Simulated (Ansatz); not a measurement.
## Electronic structure of C₃H₄FNSi (SMILES C=C[SiH](F)C#N) in real space

```xyz
10

C    -0.7372   -1.6838   -0.6803
C    -0.2898   -0.3989   -0.7469
Si    0.6648    0.4571    0.5542
F     0.5007   -0.3229    1.9388
C     0.2363    2.2610    0.7517
N    -0.0471    3.4080    0.8664
H    -0.6256   -2.2822    0.1776
H    -1.3162   -2.0279   -1.5311
H    -0.4448    0.2306   -1.5863
H     2.1419    0.3079    0.2587
```

All numbers below come from SCF PBE0, Gaussian basis (Ansatz 0.2.0).

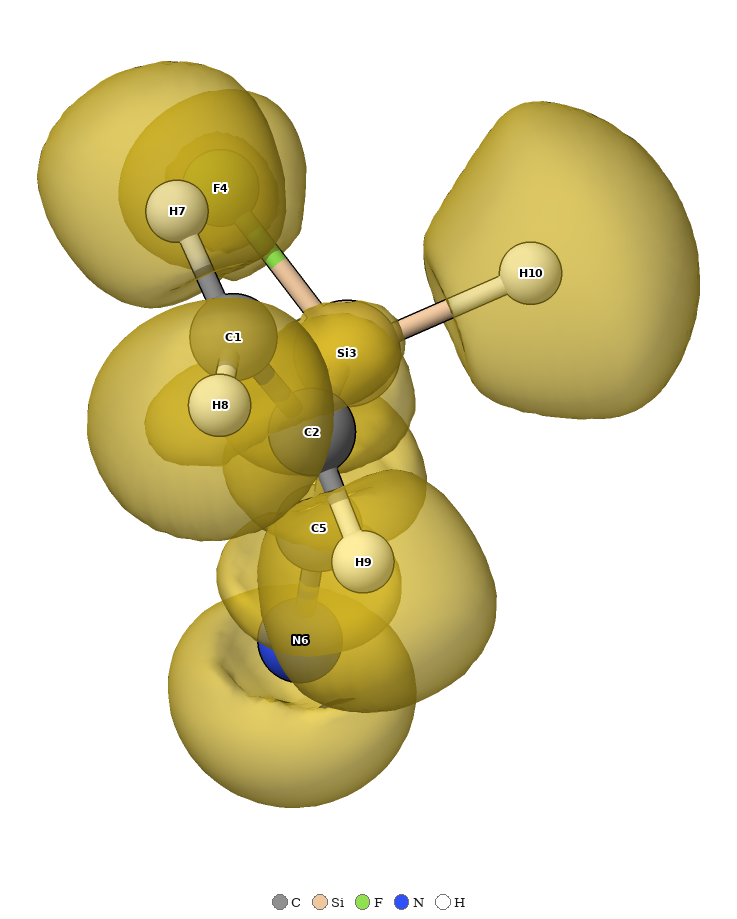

Figure 1. Isosurface of the electron localisation function at 0.8 (yellow), seen at an oblique angle. Only the valence region is drawn (cores and ρ < 0.01 e/Å³ removed).

Q: Where are the electrons localised?

A: The ELF exceeds this value in one region between bonded C–C atoms (shared pairs), one region between bonded C–N atoms (shared pairs), two regions between bonded C–Si atoms (shared pairs), four regions around hydrogen nuclei, one lobe on N, pointing away from the bonds (lone pairs) and one region wrapped around F (its lone pairs, merged into a ring or cap). Along the contacts the grid gives the following. C–N (1.19 Å): the ELF peaks at about 0.85 between the atoms (a short, multiple covalent bond). C–C (1.36 Å): the ELF peaks at about 0.95 between the atoms: localised, covalent bonding.

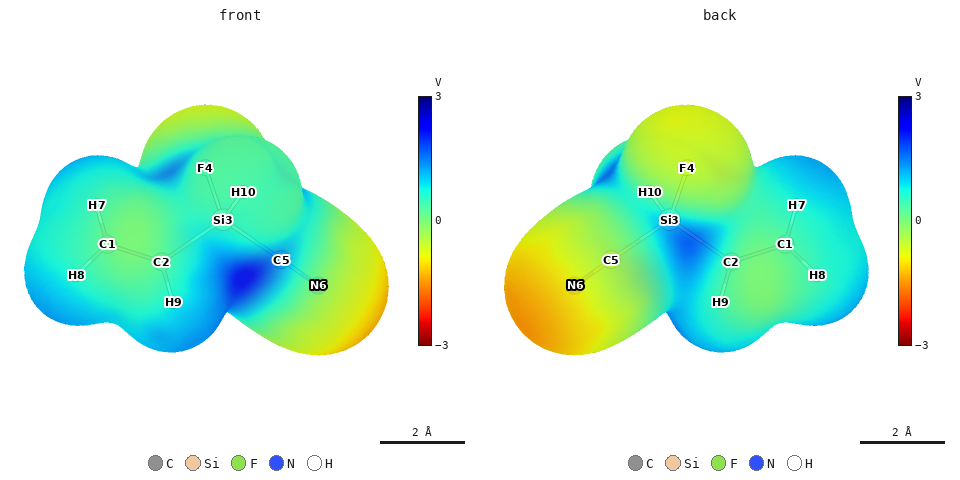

Figure 2. The molecular electrostatic potential painted on the density surface at 0.002 e/bohr³, seen from the front and from behind; the colour scale runs from red (negative) to blue (positive).

Q: Where is the surface potential most negative and most positive?

A: The most negative region (about −1.5 V) lies over N6, the most positive (about +2.1 V) over Si3. N6 is the likeliest acceptor of a hydrogen bond.

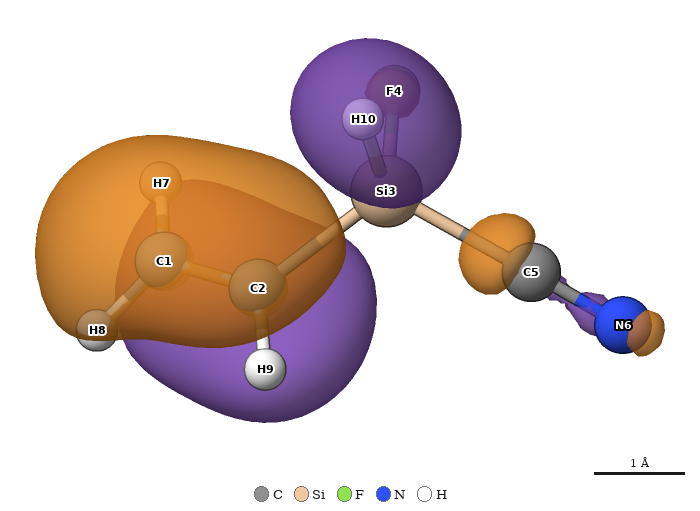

Figure 3. One frontier orbital at ±0.08 Å⁻³ᐟ² (orange and purple are the two phases), seen at a tilt.

Q: Which orbital is it: HOMO or LUMO?

A: The HOMO, at −8.60 eV. By Hirshfeld shares it lies mainly on C2 (about 40 %), C1 (about 35 %), Si3 (about 10 %) and H10 (about 5 %); π-bonding across C2–C1.
